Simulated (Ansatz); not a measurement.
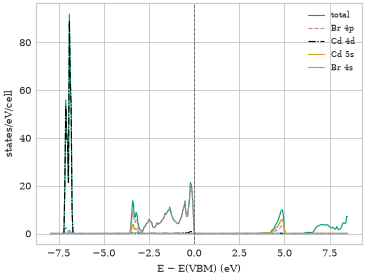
Figure: Total and projected density of states of CdBr2 in space group P6_3mc (No. 186; Cd on 2b, Br on 2a, Br on 2b), r²SCAN+D4 in the plane-wave PAW code Ansatz

Task: Which orbitals carry the states next to the gap?

Result: Top 1 eV of the valence band: Br 4p 96 %. Bottom 1 eV of the conduction band: Cd 5s 59 %, Br 4p 28 %, Br 4s 5 %, outside the projected shells 7 %. Projections are on Löwdin-orthogonalised atomic valence shells; empty p or d shells of many metals are not among them.

Task: Where is the tallest occupied peak in this window, and what makes it?

Result: Near -6.9 eV, about 92 states/eV per cell; the largest projected share is Cd 4d.

The first step of the workflow began from a Materials Project structure, measured or hypothetical; the Crystallography Open Database files this formula in space group No. 186, but the cells were not matched. Its standing as an ambient phase is unchecked. The cell was relaxed with r²SCAN+D4 under the symmetry of its start; whether a distortion lowers the energy is not shown. Scalar-relativistic: spin–orbit coupling is off unless named, which matters more the heavier the elements.

Potentials: the later of the program's two PAW sets.
